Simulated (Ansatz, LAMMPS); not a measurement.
# Squeezing and shearing glassy 75Sc2O3-25SiO2 (mol %) (72 atoms)

Aim: relax glassy 75Sc2O3-25SiO2 (mol %) (72 atoms), then change its volume and shape to read moduli from the stress.

Calculated with Ansatz 0.2.0; Kohn-Sham DFT, PBE, PAW (set soft_1), plane waves.

## (1) Starting point

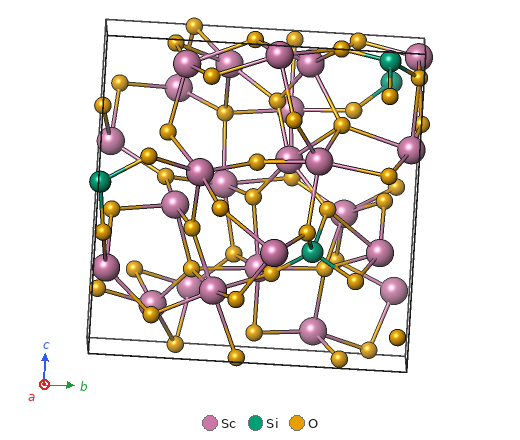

Start, viewed slightly off an axis; scandium pink, silicon teal, oxygen orange. Bonds to atoms that aren't drawn are left out. Some periodic images of atoms are drawn too.

The cell holds 72 atoms: 24 Sc, 4 Si and 44 O. Cell: a = 9.748 Å, b = 9.748 Å, c = 9.748 Å, α = 90.0°, β = 90.0°, γ = 90.0°. 72 atoms (24 Sc, 4 Si, 44 O) placed at random at 3.36 g/cm³, melted at 4000 K for 10 ps at fixed volume with the Morse and Coulomb pair potential with partial charges (Pedone, Malavasi, Menziani, Cormack and Segre, J. Phys. Chem. B 110, 11780 (2006)). Quenched from 4000 K to 300 K at 20 K/ps and fixed volume, held 10 ps at zero pressure.

Limits known from the start: The quench rate of 20 K/ps is many orders above laboratory rates, so the cell is likely richer in defects and strain than a real sample. The network of bonds at the start is that of the classical potential that made the cell, and needn't be the one that DFT or experiment would give. Only the Γ point is sampled.

## (2) Single point at the start

A single point comes first, to see the forces before anything moves.

File input.yaml:

```yaml
crystal:
  lattice:
    - [9.74808, 0.0, 0.0]
    - [0.0, 9.74808, 0.0]
    - [0.0, 0.0, 9.74808]
  atoms:
    - { symbol: Sc, position: [0.66878, 0.38071, 0.20351] }
    - { symbol: Sc, position: [0.45256, 0.98312, 0.96229] }
    - { symbol: Sc, position: [0.65712, 0.25767, 0.90897] }
    - { symbol: Sc, position: [0.49325, 0.24755, 0.45711] }
    - { symbol: Sc, position: [0.0397, 0.31456, 0.18139] }
    - { symbol: Sc, position: [0.3072, 0.39302, 0.89873] }
    - { symbol: Sc, position: [0.18589, 0.77987, 0.4447] }
    - { symbol: Sc, position: [0.79714, 0.31703, 0.57862] }
    - { symbol: Sc, position: [0.17715, 0.39765, 0.51534] }
    - { symbol: Sc, position: [0.78183, 0.68849, 0.63337] }
    - { symbol: Sc, position: [0.24952, 0.03601, 0.63246] }
    - { symbol: Sc, position: [0.45162, 0.89775, 0.34148] }
    - { symbol: Sc, position: [0.49751, 0.59618, 0.61895] }
    - { symbol: Sc, position: [0.98247, 0.56309, 0.34854] }
    - { symbol: Sc, position: [0.86262, 0.54398, 0.96392] }
    - { symbol: Sc, position: [0.03998, 0.95185, 0.20477] }
    - { symbol: Sc, position: [0.60609, 0.97576, 0.67748] }
    - { symbol: Sc, position: [0.37202, 0.5216, 0.26834] }
    - { symbol: Sc, position: [0.54722, 0.64467, 0.92713] }
    - { symbol: Sc, position: [0.72066, 0.04146, 0.25848] }
    - { symbol: Sc, position: [0.23724, 0.70448, 0.07329] }
    - { symbol: Sc, position: [0.31728, 0.19708, 0.13198] }
    - { symbol: Sc, position: [0.10758, 0.59391, 0.75644] }
    - { symbol: Sc, position: [0.01993, 0.24029, 0.79935] }
    - { symbol: Si, position: [0.9155, 0.00586, 0.53612] }
    - { symbol: Si, position: [0.09286, 0.9049, 0.86064] }
    - { symbol: Si, position: [0.66154, 0.68489, 0.34263] }
    - { symbol: Si, position: [0.79087, 0.89256, 0.96158] }
    - { symbol: O, position: [0.15946, 0.44283, 0.29658] }
    - { symbol: O, position: [0.92274, 0.89646, 0.85764] }
    - { symbol: O, position: [0.7549, 0.73786, 0.98914] }
    - { symbol: O, position: [0.12862, 0.05453, 0.80952] }
    - { symbol: O, position: [0.85769, 0.33541, 0.88478] }
    - { symbol: O, position: [0.70161, 0.19168, 0.11834] }
    - { symbol: O, position: [0.12703, 0.88337, 0.01855] }
    - { symbol: O, position: [0.12521, 0.13509, 0.22941] }
    - { symbol: O, position: [0.88097, 0.45294, 0.19065] }
    - { symbol: O, position: [0.32478, 0.7288, 0.27633] }
    - { symbol: O, position: [0.40911, 0.79111, 0.9994] }
    - { symbol: O, position: [0.43885, 0.22039, 0.96109] }
    - { symbol: O, position: [0.37737, 0.49149, 0.4902] }
    - { symbol: O, position: [0.68706, 0.49487, 0.61519] }
    - { symbol: O, position: [0.90259, 0.60078, 0.76422] }
    - { symbol: O, position: [0.68566, 0.30333, 0.3968] }
    - { symbol: O, position: [0.9261, 0.15328, 0.62555] }
    - { symbol: O, position: [0.41725, 0.00342, 0.75077] }
    - { symbol: O, position: [0.88662, 0.02458, 0.37742] }
    - { symbol: O, position: [0.06746, 0.93986, 0.53183] }
    - { symbol: O, position: [0.05126, 0.76396, 0.29066] }
    - { symbol: O, position: [0.15514, 0.38948, 0.73681] }
    - { symbol: O, position: [0.64444, 0.46655, 0.99688] }
    - { symbol: O, position: [0.16908, 0.79093, 0.76921] }
    - { symbol: O, position: [0.58556, 0.56081, 0.26421] }
    - { symbol: O, position: [0.56348, 0.72526, 0.47362] }
    - { symbol: O, position: [0.8014, 0.90921, 0.60103] }
    - { symbol: O, position: [0.41134, 0.02066, 0.1764] }
    - { symbol: O, position: [0.97117, 0.38625, 0.47841] }
    - { symbol: O, position: [0.59887, 0.75395, 0.74163] }
    - { symbol: O, position: [0.15016, 0.27669, 0.00233] }
    - { symbol: O, position: [0.32974, 0.90299, 0.49878] }
    - { symbol: O, position: [0.07864, 0.59448, 0.97625] }
    - { symbol: O, position: [0.43196, 0.31138, 0.25626] }
    - { symbol: O, position: [0.57416, 0.04965, 0.43551] }
    - { symbol: O, position: [0.11512, 0.61131, 0.5442] }
    - { symbol: O, position: [0.29088, 0.21413, 0.53363] }
    - { symbol: O, position: [0.63858, 0.21078, 0.69063] }
    - { symbol: O, position: [0.64294, 0.82545, 0.25727] }
    - { symbol: O, position: [0.86361, 0.9658, 0.10053] }
    - { symbol: O, position: [0.80483, 0.6639, 0.40856] }
    - { symbol: O, position: [0.33012, 0.51994, 0.06205] }
    - { symbol: O, position: [0.41273, 0.54871, 0.79648] }
    - { symbol: O, position: [0.66592, 0.98704, 0.90807] }
kpoints:
  mp_grid: { grid: [1, 1, 1] }
hamiltonian:
  xc: pbe
  pseudopotentials: { kind: paw, azcp: { folder: soft_1 } }
scf:
  occupations: { method: fermi_dirac, width: 0.05 }
output:
  forces: true
```

Launch:

```
ansatz run input.yaml --threads 4 --pin off --max-ram 8192MiB --backend cpu --events-out ev --progress --plain --runs-dir out
```

Numbers of over 12 decimals in the logs are rounded to 6 here.

The log of the run:

```text
[...]
Pseudopotentials: kind: paw
Pseudopotential: Sc, paw, valence charge 11, recommended cutoff 420 eV (normal), soft_1/Sc.paw.azcp
Pseudopotential: Si, paw, valence charge 4, recommended cutoff 420 eV (normal), soft_1/Si.paw.azcp
Pseudopotential: O, paw, valence charge 6, recommended cutoff 420 eV (normal), soft_1/O.paw.azcp
[... 5 lines on functional and potentials left out ...]
Crystal: 72 atoms, lattice volume = 926.312 Å³
Basis set: ecut = 420 eV, 18037 PW (Γ), exchange–correlation on 144×144×144 points (8 copies of the dense FFT grid, shifted against one another)
Bands: 344, of which v1, the nominal top of the filled ones, is band 272 counted from 1 (271 counted from 0)
Symmetry: 1 space group operations
Space group: P1 (ITA 1), of the structure as read, at distance tolerance 9.7e-5 Å
k-points: 1
[... 7 lines on functional and potentials left out ...]
Initial density: superposition of atomic densities (chi_scale 0.1, normalization cell, long waves kept (reshape's long-wave potential 0.82 eV rms))
Initial wavefunctions: pseudopotential atomic-orbital guess
[...]
SCF iter   1: F=—  HF=-78912.999492 eV  |F-HF|=—  |Δ(HF+E_count)|=         —  Δρ=9.39e-2  dr2=2.46e2  ethr=3.10e-3  ⟨swp⟩=5.0  Hψ=1286  notcnv=0  defer=14
preconditioner: auto → Resta (q_TF=auto, 2.497 Å⁻¹)  ε∞=6.6  [insulator: Δε(μ)=0.272 eV  Ē_g=9.663 eV  σ=0.050 eV  W_gap=0.87  n_scr=250 (ndim 8)  ℏωp=22.9 eV  f_vac=0.000  D(μ)=6.76/eV (n_scr^D=26)  ε∞_Penn≈6.6]
[...]
SCF iter   9: F=—  HF=-78892.740769 eV  |F-HF|=—  |Δ(HF+E_count)|=   7.17e-2  Δρ=3.16e-3  dr2=2.87e-1  ethr=9.46e-5  ⟨swp⟩=3.0  Hψ=293  notcnv=0  defer=64
SCF iter  10: F=—  HF=-78892.678810 eV  |F-HF|=—  |Δ(HF+E_count)|=   6.20e-2  Δρ=1.64e-3  dr2=8.15e-2  ethr=5.27e-5  ⟨swp⟩=2.0  Hψ=491  notcnv=0  defer=36
automatic band count: iteration 10 solves 315 bands in place of 344: the levels show a gap, and the empty bands left out lie too high to hold charge; the band table lists the bands solved (type scf.n_extra_bands for more)
SCF iter  11: F=—  HF=-78892.652543 eV  |F-HF|=—  |Δ(HF+E_count)|=   2.63e-2  Δρ=2.22e-4  dr2=8.29e-4  ethr=1.50e-5  ⟨swp⟩=3.0  Hψ=587  notcnv=0  defer=36
SCF iter  12: F=—  HF=-78892.652712 eV  |F-HF|=—  |Δ(HF+E_count)|=   1.69e-4  Δρ=7.51e-5  dr2=9.88e-5  ethr=1.52e-7  ⟨swp⟩=3.0  Hψ=544  notcnv=0  defer=39
SCF iter  13: F=—  HF=-78892.654257 eV  |F-HF|=—  |Δ(HF+E_count)|=   1.54e-3  Δρ=3.66e-5  dr2=1.45e-5  ethr=1.82e-8  ⟨swp⟩=2.0  Hψ=515  notcnv=0  defer=39
SCF iter  14: F=—  HF=-78892.654261 eV  |F-HF|=—  |Δ(HF+E_count)|=   4.79e-6  Δρ=1.95e-5  dr2=3.41e-6  ethr=2.67e-9  ⟨swp⟩=2.0  Hψ=452  notcnv=0  defer=39
SCF iter  15: F=—  HF=-78892.654262 eV  |F-HF|=—  |Δ(HF+E_count)|=   3.56e-7  Δρ=5.35e-6  dr2=3.27e-7  ethr=6.27e-10  ⟨swp⟩=2.0  Hψ=452  notcnv=0  defer=39
SCF iter  16: F=-78892.654262 eV  HF=-78892.654262 eV  |F-HF|=1.95e-9  |Δ(HF+E_count)|=   1.79e-7  Δρ=2.14e-6  dr2=5.40e-8  ethr=1.84e-11  ⟨swp⟩=4.0  Hψ=992  notcnv=0
SCF 1 converged in 16 iterations: F = -78892.654262 eV  dr2 = 5.40e-8
[...]
SCF converged after 16 iterations
Free energy (F): -78892.654262 eV
Harris-Foulkes:  -78892.654262 eV  (|F-HF|=1.95e-9)
Internal energy: -78892.654262 eV  (E = F + TS)
E sigma→0 (E₀):  -78892.654262 eV
Fermi energy:    8.480697 eV
--- Per-component energies (eV) ---
[...]
Σ components = -78892.654262   (vs F -78892.654262, Δ=0.00e0)
--- Forces (eV/Å), atoms counted from 1 ---
  atom   1  Sc     0.57175792    -0.65264968     0.37274211
  atom   2  Sc     0.26328945    -0.09964430    -0.47857752
  atom   3  Sc     0.20353544     0.25235923    -0.12146185
  atom   4  Sc    -0.13192504    -0.22924411     0.06230069
[...]
atom  72  O     -1.53614357     0.91546253    -0.68642123
  max |Σ_I F_I| component: 6.20e-5 eV/Å
```

Run time: 13 s. Hardware: 4 threads of Arm Neoverse V2, shared host; peak memory 1.2 GiB.

The column dr2 measures how far the density is from self-consistency, as an energy; F and HF (Harris–Foulkes) agree once it is small.

The r.m.s. force at the start is 0.83 eV/Å.

## (3) Cell and atoms relaxed

The cell is relaxed with the atoms, since the starting lattice needn't suit this functional.

File input.yaml:

```yaml
crystal:
  lattice:
    - [9.74808, 0.0, 0.0]
    - [0.0, 9.74808, 0.0]
    - [0.0, 0.0, 9.74808]
  atoms:
    [... the 72 atom lines of step 2 ...]
kpoints:
  mp_grid: { grid: [1, 1, 1] }
hamiltonian:
  xc: pbe
  pseudopotentials: { kind: paw, azcp: { folder: soft_1 } }
scf:
  occupations: { method: fermi_dirac, width: 0.05 }
output:
  forces: true
relax:
  f_tol: 0.05
  max_steps: 150
  cell: {}
```

The log of the run:

```text
[...]
Crystal: 72 atoms, lattice volume = 926.312 Å³
Basis set: ecut = 420 eV, 18037 PW (Γ), exchange–correlation on 144×144×144 points (8 copies of the dense FFT grid, shifted against one another)
Bands: 344, of which v1, the nominal top of the filled ones, is band 272 counted from 1 (271 counted from 0)
Symmetry: 1 space group operations
[...]
k-points: 1
[...]
SCF iter   1: F=—  HF=-78912.999492 eV  |F-HF|=—  |Δ(HF+E_count)|=         —  Δρ=9.39e-2  dr2=2.46e2  ethr=3.10e-3  ⟨swp⟩=5.0  Hψ=1286  notcnv=0  defer=14
[...]
SCF iter  15: F=—  HF=-78892.654262 eV  |F-HF|=—  |Δ(HF+E_count)|=   3.96e-7  Δρ=5.48e-6  dr2=3.35e-7  ethr=6.26e-10  ⟨swp⟩=2.0  Hψ=452  notcnv=0  defer=68
SCF iter  16: F=-78892.654262 eV  HF=-78892.654262 eV  |F-HF|=1.47e-9  |Δ(HF+E_count)|=   1.83e-7  Δρ=2.17e-6  dr2=5.63e-8  ethr=1.84e-11  ⟨swp⟩=4.0  Hψ=1021  notcnv=0
SCF 1 converged in 16 iterations: F = -78892.654262 eV  dr2 = 5.63e-8
[...]
relax step   1: F+E_penalty+E_count = -78892.65426202 eV  Δ(F+E_penalty+E_count) = +0.000e0 eV  max|allowed force component| = 3.150e0 eV/Å  Δτ_max = 0.0000 Å  P = -0.146 GPa  Ω = 926.312 Å³  (16 SCF iters, dr2 threshold 1.00e-7 eV, accepted)
[... from here on, the SCF cycles and remarks between the steps are left out ...]
relax step   2: F+E_penalty+E_count = -78895.69960785 eV  Δ(F+E_penalty+E_count) = -3.045e0 eV  max|allowed force component| = 1.641e0 eV/Å  Δτ_max = 0.1950 Å  P = +0.547 GPa  Ω = 914.445 Å³  energy of the carried Pulay correction = +2.458e-2 eV  (9 SCF iters, dr2 threshold 7.20e-6 eV, accepted)
relax step   3: F+E_penalty+E_count = -78896.77177941 eV  Δ(F+E_penalty+E_count) = -1.072e0 eV  max|allowed force component| = 6.674e-1 eV/Å  Δτ_max = 0.2000 Å  P = +0.206 GPa  Ω = 909.876 Å³  energy of the carried Pulay correction = +3.412e-2 eV  (9 SCF iters, dr2 threshold 7.20e-6 eV, accepted)
relax step   4: F+E_penalty+E_count = -78896.88144336 eV  Δ(F+E_penalty+E_count) = -1.097e-1 eV  max|allowed force component| = 5.553e-1 eV/Å  Δτ_max = 0.1554 Å  P = +0.152 GPa  Ω = 912.779 Å³  energy of the carried Pulay correction = +2.805e-2 eV  (8 SCF iters, dr2 threshold 7.20e-6 eV, accepted)
relax step   5: F+E_penalty+E_count = -78896.93112216 eV  Δ(F+E_penalty+E_count) = -4.968e-2 eV  max|allowed force component| = 5.581e-2 eV/Å  Δτ_max = 0.0580 Å  P = +0.018 GPa  Ω = 913.808 Å³  energy of the carried Pulay correction = +2.590e-2 eV  (7 SCF iters, dr2 threshold 7.20e-6 eV, accepted)
relax step   6: F+E_penalty+E_count = -78896.92990907 eV  Δ(F+E_penalty+E_count) = +1.213e-3 eV  max|allowed force component| = 6.345e-2 eV/Å  Δτ_max = 0.1012 Å  P = -0.008 GPa  Ω = 916.054 Å³  energy of the carried Pulay correction = +2.122e-2 eV  (9 SCF iters, dr2 threshold 1.95e-7 eV, accepted)
relax step   7: F+E_penalty+E_count = -78896.93114543 eV  Δ(F+E_penalty+E_count) = -1.236e-3 eV  max|allowed force component| = 9.536e-2 eV/Å  Δτ_max = 0.0912 Å  P = -0.060 GPa  Ω = 917.904 Å³  energy of the carried Pulay correction = +1.738e-2 eV  (9 SCF iters, dr2 threshold 2.52e-7 eV, accepted)
relax step   8: F+E_penalty+E_count = -78896.95535789 eV  Δ(F+E_penalty+E_count) = -2.421e-2 eV  max|allowed force component| = 1.506e-1 eV/Å  Δτ_max = 0.2000 Å  P = -0.035 GPa  Ω = 918.905 Å³  energy of the carried Pulay correction = +1.530e-2 eV  (9 SCF iters, dr2 threshold 5.68e-7 eV, accepted)
relax step   9: F+E_penalty+E_count = -78896.95897284 eV  Δ(F+E_penalty+E_count) = -3.615e-3 eV  max|allowed force component| = 1.419e-1 eV/Å  Δτ_max = 0.0558 Å  P = +0.067 GPa  Ω = 917.193 Å³  energy of the carried Pulay correction = +1.886e-2 eV  (7 SCF iters, dr2 threshold 1.42e-6 eV, accepted)
relax step  10: F+E_penalty+E_count = -78896.98081444 eV  Δ(F+E_penalty+E_count) = -2.184e-2 eV  max|allowed force component| = 1.187e-1 eV/Å  Δτ_max = 0.2000 Å  P = +0.028 GPa  Ω = 918.453 Å³  energy of the carried Pulay correction = +1.624e-2 eV  (9 SCF iters, dr2 threshold 1.26e-6 eV, accepted)
relax step  11: F+E_penalty+E_count = -78896.92506681 eV  Δ(F+E_penalty+E_count) = +5.575e-2 eV  max|allowed force component| = 2.401e-1 eV/Å  Δτ_max = 0.1954 Å  P = -0.011 GPa  Ω = 917.813 Å³  energy of the carried Pulay correction = +1.757e-2 eV  (9 SCF iters, dr2 threshold 8.81e-7 eV, rejected (line search))
relax step  12: F+E_penalty+E_count = -78896.99098061 eV  Δ(F+E_penalty+E_count) = -1.017e-2 eV  max|allowed force component| = 3.010e-1 eV/Å  Δτ_max = 0.0977 Å  P = +0.017 GPa  Ω = 918.187 Å³  energy of the carried Pulay correction = +1.679e-2 eV  (13 SCF iters, accepted)
relax step  13: F+E_penalty+E_count = -78896.99425092 eV  Δ(F+E_penalty+E_count) = -3.270e-3 eV  max|allowed force component| = 3.658e-2 eV/Å  Δτ_max = 0.0844 Å  P = -0.002 GPa  Ω = 918.933 Å³  energy of the carried Pulay correction = +1.524e-2 eV  (6 SCF iters, dr2 threshold 5.66e-6 eV, accepted)
relax step  14: F+E_penalty+E_count = -78897.00782312 eV  Δ(F+E_penalty+E_count) = -1.357e-2 eV  max|allowed force component| = 3.597e-2 eV/Å  Δτ_max = 0.0000 Å  P = +0.003 GPa  Ω = 918.933 Å³  stress off target by 1.68e-1 GPa  SCF on the basis re-selected at this cell (its energy is not comparable with the rows above)  (8 SCF iters)
relax step  15: F+E_penalty+E_count = -78897.01056240 eV  Δ(F+E_penalty+E_count) = -2.739e-3 eV  max|allowed force component| = 2.328e-2 eV/Å  Δτ_max = 0.0501 Å  P = -0.001 GPa  Ω = 919.029 Å³  energy of the carried Pulay correction = -8.778e-5 eV  (9 SCF iters, dr2 threshold 7.04e-8 eV, accepted)
relax step  16: F+E_penalty+E_count = -78897.00884199 eV  Δ(F+E_penalty+E_count) = +1.720e-3 eV  max|allowed force component| = 2.324e-2 eV/Å  Δτ_max = 0.0000 Å  P = -0.001 GPa  Ω = 919.029 Å³  stress off target by 2.64e-2 GPa  SCF on the basis re-selected at this cell (its energy is not comparable with the rows above)  (5 SCF iters)
basis re-selected at this cell: Δ(F+E_penalty+E_count) = +1.720e-3 eV, ΔP = +0.000 GPa vs the last step (what re-selecting the basis moved, of the pressure what is left beyond the Pulay correction that the steps carried, after the strain that the cell walked since its last selection, [...]
SCF converged after 5 iterations
Free energy (F): -78897.008842 eV
[...]
Internal energy: -78897.008842 eV  (E = F + TS)
E sigma→0 (E₀):  -78897.008842 eV
Fermi energy:    8.637358 eV
[...]
Σ components = -78897.008842   (vs F -78897.008842, Δ=0.00e0)
--- Forces (eV/Å), atoms counted from 1 ---
  atom   1  Sc    -0.00595204    -0.01512898    -0.00198844
  atom   2  Sc    -0.01414680     0.00900385     0.00241772
  atom   3  Sc     0.00769498    -0.00132607    -0.00517389
  atom   4  Sc    -0.00090995    -0.00656274     0.00134801
[...]
atom  72  O      0.00297843    -0.01422754    -0.00529229
  max |Σ_I F_I| component: 1.04e-5 eV/Å
--- Stress (GPa, compression-positive) ---
        0.020135      -0.003743      -0.003867
       -0.003742      -0.025185       0.005461
       -0.003865       0.005462       0.001494
  P = ⅓ Tr σ = -0.0012 GPa (-0.012 kbar)
--- Relaxed structure (14 steps of the walk, 13 accepted, 2 SCFs on fresh bases) ---
  F+E_penalty+E_count = -78897.00884199 eV   max|allowed force component| = 2.324e-2 eV/Å   (the final SCF, on the basis selected at the relaxed cell)
  cell:  # Å, volume = 919.0285 Å³
    - [9.919655, -0.077453, -0.166465]
    - [-0.077453, 9.576667, 0.108097]
    - [-0.166465, 0.108097, 9.678863]
  atoms:
    - { symbol: Sc, position: [0.672925, 0.385431, 0.196816] }
    - { symbol: Sc, position: [0.466034, 0.988212, 0.948810] }
    - { symbol: Sc, position: [0.673290, 0.249793, 0.908547] }
    - { symbol: Sc, position: [0.479208, 0.254428, 0.458182] }
[...]
- { symbol: O, position: [0.669791, 0.990863, 0.903456] }
```

Run time: 2.5 min. Hardware: 4 threads; peak memory 1.3 GiB.

The relaxation converged after 14 steps, with a largest force component of 0.023 eV/Å.

(Part 1 of 3 ends here.)

[Logs are printed without paths, hosts, clocks, repeated set-up lines and the standing remarks that a program may print on its own settings, such as how far it seeks lower states.]

[Hosts, paths, dates, database ids (printed as entryN), source tags and the programs' standing remarks are cut or masked in the printed files.]
